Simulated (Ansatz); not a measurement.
## Nudged elastic band, with input and output: GaH3OF

The run: nudged elastic band of GaH3OF, multiplicity 2. Method and program: UKS B3LYP/def2-SVP (Ansatz 0.2.0).

It belongs to a series of runs on one base structure; here: band between the two ends. Figures and captions count atoms from 1; the log counts them from 0 in places.

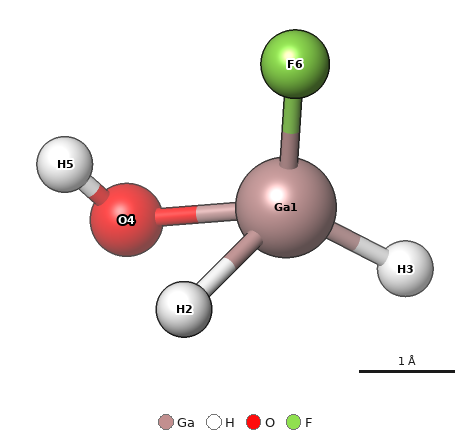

**Figure 1.** The input geometry (ball-and-stick view, seen at a tilt; atoms are numbered from 1 in the order of the input). Sticks mark near contacts.

The input:
```yaml
crystal:
  periodic: [false, false, false]
  atoms:
    - { symbol: Ga, position_ang: [0.177718, 0.127224, 0.504405] }
    - { symbol: H, position_ang: [-0.190921, -1.579394, 0.724245] }
    - { symbol: H, position_ang: [1.543967, 0.465755, -0.146216] }
    - { symbol: O, position_ang: [-1.282134, -0.403711, -0.529763] }
    - { symbol: H, position_ang: [-2.104094, -0.424459, -0.008847] }
    - { symbol: F, position_ang: [-0.394836, 0.967886, 1.949675] }
magnetization:
  spin_polarized: true
  initial_magnetization: 1
basis:
  gaussian: { orbitals: def2-SVP }
hamiltonian:
  xc: b3lyp
neb:
  order_check: false
  images: 9
  f_tol: 0.05
  max_iterations: 60
  final_atoms:
    - { symbol: Ga, position_ang: [0.10203306, -0.37320311, -0.27261246] }
    - { symbol: H, position_ang: [0.23108894, -0.95105164, 2.50035175] }
    - { symbol: H, position_ang: [1.2784293, 0.71413942, -0.38025224] }
    - { symbol: O, position_ang: [-1.51317699, 0.27084106, -0.77853822] }
    - { symbol: H, position_ang: [-2.23863828, -0.36687024, -0.76991781] }
    - { symbol: F, position_ang: [-0.11003603, -0.14055449, 2.19446798] }
  initial_path:
    images:
      - { positions_ang: [[0.177718, 0.127224, 0.504405], [-0.190921, -1.579394, 0.724245], [1.543967, 0.465755, -0.146216], [-1.282134, -0.403711, -0.529763], [-2.104094, -0.424459, -0.008847], [-0.394836, 0.967886, 1.949675]] }
      - { positions_ang: [[0.14632809, 0.09950311, 0.40669509], [-0.17128983, -1.24501625, 0.94526366], [1.52038767, 0.37053804, -0.25378209], [-1.31966227, -0.34591694, -0.61776169], [-2.07642082, -0.53254085, -0.15564992], [-0.34964283, 0.80673388, 2.16873394]] }
      - { positions_ang: [[0.11493818, 0.07178222, 0.30898519], [-0.15165867, -0.91063849, 1.16628233], [1.49680833, 0.27532107, -0.36134818], [-1.35719055, -0.28812288, -0.70576037], [-2.04874765, -0.64062269, -0.30245284], [-0.30444965, 0.64558176, 2.38779287]] }
      - { positions_ang: [[0.08354827, 0.04406133, 0.21127528], [-0.1320275, -0.57626074, 1.38730099], [1.473229, 0.18010411, -0.46891427], [-1.39471882, -0.23032881, -0.79375906], [-2.02107447, -0.74870454, -0.44925576], [-0.25925648, 0.48442965, 2.60685181]] }
      - { positions_ang: [[0.05215836, 0.01634045, 0.11356538], [-0.11239634, -0.24188298, 1.60831966], [1.44964966, 0.08488714, -0.57648036], [-1.43224709, -0.17253475, -0.88175774], [-1.9934013, -0.85678638, -0.59605868], [-0.2140633, 0.32327753, 2.82591075]] }
      - { positions_ang: [[0.02076845, -0.01138044, 0.01585547], [-0.09276517, 0.09249477, 1.82933832], [1.42607033, -0.01032982, -0.68404645], [-1.46977536, -0.11474069, -0.96975643], [-1.96572812, -0.96486823, -0.7428616], [-0.16887013, 0.16212541, 3.04496968]] }
      - { positions_ang: [[0.03702137, -0.08374498, -0.04183812], [-0.02799435, -0.11621451, 1.96354101], [1.39654212, 0.13456403, -0.62328761], [-1.47845569, -0.03762434, -0.93151278], [-2.02031015, -0.84526863, -0.74827285], [-0.15710331, 0.10158943, 2.87486934]] }
      - { positions_ang: [[0.0532743, -0.15610951, -0.0995317], [0.03677647, -0.32492379, 2.09774369], [1.36701392, 0.27945788, -0.56252876], [-1.48713602, 0.03949201, -0.89326914], [-2.07489218, -0.72566903, -0.75368409], [-0.14533649, 0.04105345, 2.704769]] }
      - { positions_ang: [[0.06952722, -0.22847405, -0.15722529], [0.1015473, -0.53363308, 2.23194638], [1.33748571, 0.42435172, -0.50176992], [-1.49581634, 0.11660836, -0.8550255], [-2.12947421, -0.60606943, -0.75909533], [-0.13356967, -0.01948253, 2.53466866]] }
      - { positions_ang: [[0.08578014, -0.30083858, -0.21491887], [0.16631812, -0.74234236, 2.36614907], [1.3079575, 0.56924557, -0.44101108], [-1.50449667, 0.19372471, -0.81678186], [-2.18405625, -0.48646984, -0.76450657], [-0.12180285, -0.08001851, 2.36456832]] }
      - { positions_ang: [[0.10203306, -0.37320311, -0.27261246], [0.23108894, -0.95105164, 2.50035175], [1.2784293, 0.71413942, -0.38025224], [-1.51317699, 0.27084106, -0.77853822], [-2.23863828, -0.36687024, -0.76991781], [-0.11003603, -0.14055449, 2.19446798]] }
```

Machine: 2 threads of Arm Neoverse V1, 24 GiB of memory available, shared host.

Launched with:
```bash
ansatz run input.yaml --threads 2 --pin off --max-ram 3072MiB --backend cpu --events-out ev --progress --plain --runs-dir out
```

Output:
```
Engine: ansatz 0.2.0, aarch64-unknown-linux-gnu
Functional definition: B3LYP
  parameter a0 = 0.2
  parameter ax = 0.72
  parameter ac = 0.81
  exchange = (1 - a0 - ax)*slater_x + ax*b88_x + a0*exact_x
  correlation = (1 - ac)*vwn_rpa_c + ac*lyp_c
782 factors; integrals over basis functions are off by at most 3.1e-4 eV
mean field evaluation 1: about -57173.6605 eV, gradient 4.6e1 eV
mean field evaluation 2: about -57145.1907 eV, gradient 9.5e1 eV
mean field evaluation 4: about -57180.5493 eV, gradient 1.1e1 eV
mean field evaluation 8: about -57180.9635 eV, gradient 3.8e-1 eV
mean field evaluation 16: about -57180.9642 eV, gradient 5.4e-5 eV
mean field -57180.96417637 eV, -2101.3616748319 hartree, gradient 5.4e-5 eV, S^2 0.756851; 0 other end points of the search recorded, 0 dependent functions left out
the calculation of the forces begins
reference -57180.96439886 eV, -2101.3616830084 hartree; 26, 25 occupied and 49, 50 virtual orbitals, 782 factors
784 factors; integrals over basis functions are off by at most 1.0e-3 eV
mean field evaluation 32: about -57181.1373 eV, gradient 4.3e-5 eV
mean field -57181.13734703 eV, -2101.3680387363 hartree, gradient 4.3e-5 eV, S^2 0.753155; 0 other end points of the search recorded, 0 dependent functions left out
[... from here on the field's lines of each further geometry are left out, up to the last ...]
NEB iter   1: max|band force component| = 4.401e1 eV/Å  barrier→ = 5.5646 eV  barrier← = 5.7378 eV  Δτ_max = 0.1982 Å  (350 SCF iters)
NEB iter   2: max|band force component| = 3.152e0 eV/Å  barrier→ = 1.2802 eV  barrier← = 1.4533 eV  Δτ_max = 0.2000 Å  (315 SCF iters)
NEB iter   3: max|band force component| = 7.733e0 eV/Å  barrier→ = 0.7349 eV  barrier← = 0.9080 eV  Δτ_max = 0.0980 Å  (300 SCF iters)
NEB iter   4: max|band force component| = 2.015e0 eV/Å  barrier→ = 0.6003 eV  barrier← = 0.7735 eV  Δτ_max = 0.2000 Å  (291 SCF iters)
NEB iter   5: max|band force component| = 1.086e0 eV/Å  barrier→ = 0.5960 eV  barrier← = 0.7692 eV  Δτ_max = 0.2000 Å  (297 SCF iters)
NEB iter   6: max|band force component| = 9.199e-1 eV/Å  barrier→ = 0.4935 eV  barrier← = 0.6667 eV  Δτ_max = 0.2000 Å  (292 SCF iters)
NEB iter   7: max|band force component| = 1.886e0 eV/Å  barrier→ = 0.4418 eV  barrier← = 0.6150 eV  Δτ_max = 0.1011 Å  (297 SCF iters)
NEB iter   8: max|band force component| = 9.094e-1 eV/Å  barrier→ = 0.5884 eV  barrier← = 0.7615 eV  Δτ_max = 0.2000 Å  (280 SCF iters)
NEB iter   9: max|band force component| = 1.156e0 eV/Å  barrier→ = 0.6253 eV  barrier← = 0.7984 eV  Δτ_max = 0.1002 Å  (292 SCF iters)
NEB iter  10: max|band force component| = 1.160e0 eV/Å  barrier→ = 0.5886 eV  barrier← = 0.7618 eV  Δτ_max = 0.1012 Å  (286 SCF iters)
NEB iter  11: max|band force component| = 5.300e-1 eV/Å  barrier→ = 0.6063 eV  barrier← = 0.7795 eV  Δτ_max = 0.1000 Å  (292 SCF iters)
NEB iter  12: max|band force component| = 6.073e-1 eV/Å  barrier→ = 0.5212 eV  barrier← = 0.6943 eV  Δτ_max = 0.0498 Å  (291 SCF iters)
NEB iter  13: max|band force component| = 4.650e-1 eV/Å  barrier→ = 0.4706 eV  barrier← = 0.6438 eV  CI = image 5  Δτ_max = 0.0498 Å  (269 SCF iters)
NEB iter  14: max|band force component| = 4.097e-1 eV/Å  barrier→ = 0.4660 eV  barrier← = 0.6392 eV  CI = image 5  Δτ_max = 0.0503 Å  (263 SCF iters)
NEB iter  15: max|band force component| = 2.705e-1 eV/Å  barrier→ = 0.5088 eV  barrier← = 0.6820 eV  CI = image 5  Δτ_max = 0.1000 Å  (273 SCF iters)
NEB iter  16: max|band force component| = 1.135e0 eV/Å  barrier→ = 0.5013 eV  barrier← = 0.6745 eV  CI = image 5  Δτ_max = 0.0491 Å  (289 SCF iters)
NEB iter  17: max|band force component| = 2.191e-1 eV/Å  barrier→ = 0.5207 eV  barrier← = 0.6939 eV  CI = image 5  Δτ_max = 0.0189 Å  (272 SCF iters)
NEB iter  18: max|band force component| = 1.050e-1 eV/Å  barrier→ = 0.5184 eV  barrier← = 0.6916 eV  CI = image 5  Δτ_max = 0.0980 Å  (246 SCF iters)
NEB iter  19: max|band force component| = 4.385e-1 eV/Å  barrier→ = 0.5154 eV  barrier← = 0.6886 eV  CI = image 5  Δτ_max = 0.0502 Å  (268 SCF iters)
NEB iter  20: max|band force component| = 1.051e-1 eV/Å  barrier→ = 0.5149 eV  barrier← = 0.6881 eV  CI = image 5  Δτ_max = 0.0369 Å  (263 SCF iters)
NEB iter  21: max|band force component| = 6.907e-2 eV/Å  barrier→ = 0.5148 eV  barrier← = 0.6880 eV  CI = image 5  Δτ_max = 0.0094 Å  (243 SCF iters)
the calculation of the forces begins
reference -57181.13154288 eV, -2101.3678254378 hartree; 26, 25 occupied and 49, 50 virtual orbitals, 784 factors
783 factors; integrals over basis functions are off by at most 1.2e-3 eV
mean field -57180.44937080 eV, -2101.3427560762 hartree, gradient 4.3e-5 eV, S^2 0.752031; 1 other end points of the search recorded, 0 dependent functions left out
the calculation of the forces begins
reference -57180.44959334 eV, -2101.3427642544 hartree; 26, 25 occupied and 49, 50 virtual orbitals, 783 factors
NEB iter  22: max|band force component| = 1.719e-2 eV/Å  barrier→ = 0.5148 eV  barrier← = 0.6880 eV  CI = image 5  Δτ_max = 0.0000 Å  (479 SCF iters)
```

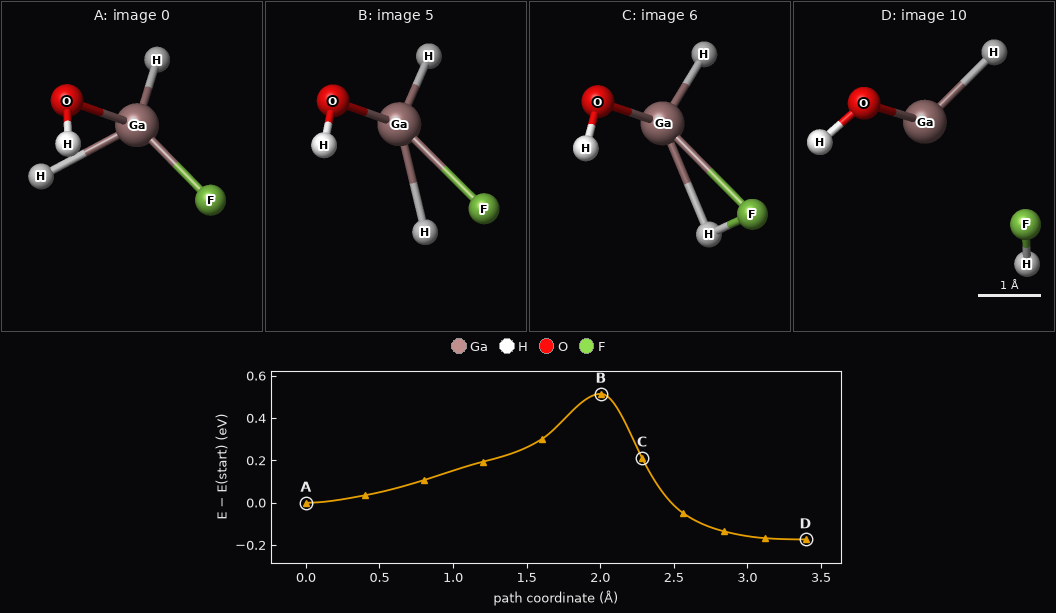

**Figure 2.** Images of the last band (counted from 0; ball-and-stick, seen at a tilt) above the energy along the path; the line is a cubic interpolation that uses the forces. The highest image is number 5, 0.515 eV above the start and 0.688 eV above the end (the climbing image); the end lies 0.173 eV below the start. The path is 3.40 Å long. The band converged in 22 iterations.

```
Total energy: -57180.44959334 eV, -2101.3427642544 hartree
Atom 0 at     0.122037    -0.158630     0.179587 Å, force    -0.000168    -0.001246    -0.001840 eV/Å
Atom 1 at     0.004125    -0.675765     1.910471 Å, force    -0.000111    -0.001988    -0.000660 eV/Å
Atom 2 at     1.469018     0.344214    -0.418577 Å, force     0.000196     0.000275     0.000066 eV/Å
Atom 3 at    -1.343202    -0.355430    -0.821678 Å, force    -0.000249     0.000135    -0.000216 eV/Å
Atom 4 at    -2.158910    -0.554785    -0.344061 Å, force     0.000439    -0.000473    -0.000148 eV/Å
Atom 5 at    -0.343367     0.553696     1.987756 Å, force    -0.000107     0.003298     0.002798 eV/Å
Dipole moment:    -0.003035    -0.199440     0.094843 e Å
this run last wrote the band of iteration 22 to [file]
```

The last band as extended XYZ (Å, eV, eV/Å):
```
6
Properties=species:S:1:pos:R:3:forces:R:3 image=0 energy=-57180.96418
Ga    0.1777    0.1272    0.5044   -0.0004   0.0021   0.0005
H    -0.1909   -1.5794    0.7242    0.0006  -0.0030  -0.0016
H     1.5440    0.4658   -0.1462   -0.0021  -0.0011   0.0004
O    -1.2821   -0.4037   -0.5298   -0.0063  -0.0042  -0.0023
H    -2.1041   -0.4245   -0.0088    0.0080   0.0028  -0.0010
F    -0.3948    0.9679    1.9497    0.0003   0.0034   0.0040
6
Properties=species:S:1:pos:R:3:forces:R:3 image=1 energy=-57180.92895
Ga    0.1142    0.1009    0.4874    0.0210   0.0035   0.0208
H     0.0673   -1.5978    0.9528   -0.0608  -0.0194  -0.0811
H     1.4956    0.3991   -0.1659    0.0142   0.0150   0.0171
O    -1.3021   -0.4049   -0.5682    0.0152  -0.0277   0.0274
H    -2.1680   -0.2958   -0.1409    0.0172  -0.0250   0.0314
F    -0.4573    0.9518    1.9283   -0.0068   0.0535  -0.0155
6
Properties=species:S:1:pos:R:3:forces:R:3 image=2 energy=-57180.85721
Ga    0.0483    0.1004    0.4202   -0.0010  -0.0067   0.0618
H     0.2416   -1.4583    1.3249    0.0222  -0.0777  -0.1467
H     1.4654    0.3434   -0.1900    0.0031  -0.0141   0.0421
O    -1.3011   -0.4319   -0.6579    0.0153  -0.0533   0.0548
H    -2.1904   -0.3208   -0.2901    0.0030   0.0176   0.0160
F    -0.5141    0.9206    1.8865   -0.0426   0.1342  -0.0280
6
Properties=species:S:1:pos:R:3:forces:R:3 image=3 energy=-57180.77033
Ga    0.0411    0.1097    0.3063   -0.0209   0.0301   0.0082
H     0.2025   -1.2386    1.6552    0.0477  -0.1047  -0.0598
H     1.4659    0.3518   -0.2614    0.0021  -0.0144   0.0388
O    -1.3002   -0.4423   -0.7417    0.0087  -0.0314   0.0405
H    -2.1757   -0.4365   -0.3309    0.0026   0.0235   0.0097
F    -0.4839    0.8093    1.8660   -0.0403   0.0969  -0.0374
6
Properties=species:S:1:pos:R:3:forces:R:3 image=4 energy=-57180.66288
Ga    0.0707    0.0153    0.2441   -0.0571   0.1787   0.0749
H     0.1066   -0.9586    1.8366    0.1006  -0.2801  -0.0649
H     1.4587    0.3574   -0.3577    0.0015  -0.0506   0.0578
O    -1.3203   -0.4075   -0.7892    0.0259  -0.0798   0.0444
H    -2.1642   -0.5336   -0.3361   -0.0121   0.0352   0.0152
F    -0.4018    0.6803    1.8958   -0.0588   0.1966  -0.1273
6
Properties=species:S:1:pos:R:3:forces:R:3 image=5 energy=-57180.44937
Ga    0.1220   -0.1586    0.1796   -0.0002  -0.0012  -0.0018
H     0.0041   -0.6758    1.9105   -0.0001  -0.0020  -0.0007
H     1.4690    0.3442   -0.4186    0.0002   0.0003   0.0001
O    -1.3432   -0.3554   -0.8217   -0.0002   0.0001  -0.0002
H    -2.1589   -0.5548   -0.3441    0.0004  -0.0005  -0.0001
F    -0.3434    0.5537    1.9878   -0.0001   0.0033   0.0028
6
Properties=species:S:1:pos:R:3:forces:R:3 image=6 energy=-57180.75098
Ga    0.1555   -0.2607    0.0703    0.2027  -0.6151  -0.5628
H    -0.0252   -0.6025    1.9749   -0.2667   0.7755   0.5231
H     1.4669    0.4190   -0.4498    0.0442   0.2426  -0.1531
O    -1.3850   -0.2541   -0.8418   -0.1319   0.2420  -0.1401
H    -2.1663   -0.5252   -0.3424    0.0249  -0.0524  -0.0343
F    -0.2962    0.3767    2.0824    0.1268  -0.5926   0.3670
6
Properties=species:S:1:pos:R:3:forces:R:3 image=7 energy=-57181.01188
Ga    0.1861   -0.3577   -0.0604    0.0634  -0.2307  -0.2230
H    -0.0220   -0.6570    2.1039   -0.0387   0.0578   0.3073
H     1.4290    0.5369   -0.4886   -0.0412   0.0972  -0.0943
O    -1.4159   -0.1105   -0.8466   -0.0280   0.1494  -0.0251
H    -2.1616   -0.5174   -0.3850    0.0215  -0.0399  -0.0828
F    -0.2658    0.2590    2.1702    0.0230  -0.0338   0.1179
6
Properties=species:S:1:pos:R:3:forces:R:3 image=8 energy=-57181.09876
Ga    0.1897   -0.3837   -0.1555    0.0033  -0.0409  -0.0536
H    -0.0041   -0.7708    2.2732    0.0016  -0.0067   0.1392
H     1.3756    0.6341   -0.5007   -0.0287   0.0199  -0.0299
O    -1.4343    0.0381   -0.8253   -0.0061   0.0517   0.0067
H    -2.1650   -0.5036   -0.4992    0.0000  -0.0167  -0.0698
F    -0.2122    0.1392    2.2010    0.0298  -0.0073   0.0074
6
Properties=species:S:1:pos:R:3:forces:R:3 image=9 energy=-57181.13132
Ga    0.1589   -0.3844   -0.2274   -0.0052  -0.0069  -0.0117
H     0.0469   -0.8727    2.4291    0.0074   0.0006   0.0436
H     1.3270    0.6871   -0.4724   -0.0092   0.0022   0.0006
O    -1.4713    0.1668   -0.7882   -0.0055   0.0126   0.0028
H    -2.1936   -0.4570   -0.6394   -0.0036  -0.0029  -0.0311
F    -0.1182    0.0135    2.1918    0.0162  -0.0056  -0.0043
6
Properties=species:S:1:pos:R:3:forces:R:3 image=10 energy=-57181.13735
Ga    0.1020   -0.3732   -0.2726   -0.0065  -0.0079   0.0028
H     0.2311   -0.9511    2.5004    0.0008  -0.0016  -0.0003
H     1.2784    0.7141   -0.3803    0.0055   0.0065  -0.0011
O    -1.5132    0.2708   -0.7785   -0.0002   0.0009   0.0011
H    -2.2386   -0.3669   -0.7699    0.0018   0.0002   0.0001
F    -0.1100   -0.1406    2.1945   -0.0014   0.0020  -0.0025
```

Key numbers:

```tsv
quantity	value
outcome	converged
barrier, forward	0.515 eV
barrier, backward	0.688 eV
wall time	7 min (CPU time 14 min)
peak memory	0.23 GiB
```

Remarks:

The order of the saddle point was not checked.
